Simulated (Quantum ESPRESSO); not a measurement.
One K site of K4BrCl3 in Pm-3m, with the coupling taken from the PAW reconstruction of the field gradient on a scalar-relativistic PBE ground state (a modified build of Quantum ESPRESSO, JTH datasets) (|Q| = 0.0585 barn). The cell was made here from a computed Materials Project entry: one of 4 Cl replaced by Br, cell and atoms relaxed (PBE without dispersion, pw.x of Quantum ESPRESSO, symmetry kept). The parent is KCl in Fm-3m. The swapped cell is a model, not a known phase. Stability against distortions was not tested. Cores are frozen. Against all-electron runs on small test molecules, this scheme's |Vzz| missed by +10 % on K.

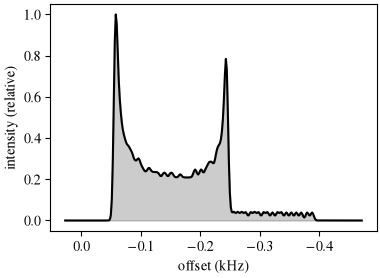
Simulated fast-MAS powder pattern of the ³⁹K central transition at 9.4 T (Larmor frequency ν0 = 18.7 MHz, I = 3/2), second-order quadrupolar broadening alone, zero at the isotropic chemical shift

**Question.** Estimate |C_Q| and η_Q from the pattern.

**Answer.** 
|C_Q| ≈ 0.34 MHz and η_Q ≈ 0.0. The pattern runs from -0.393 to -0.0561 kHz before smoothing, a width that goes as C_Q²/ν0, with its centre of gravity at -0.157 kHz.
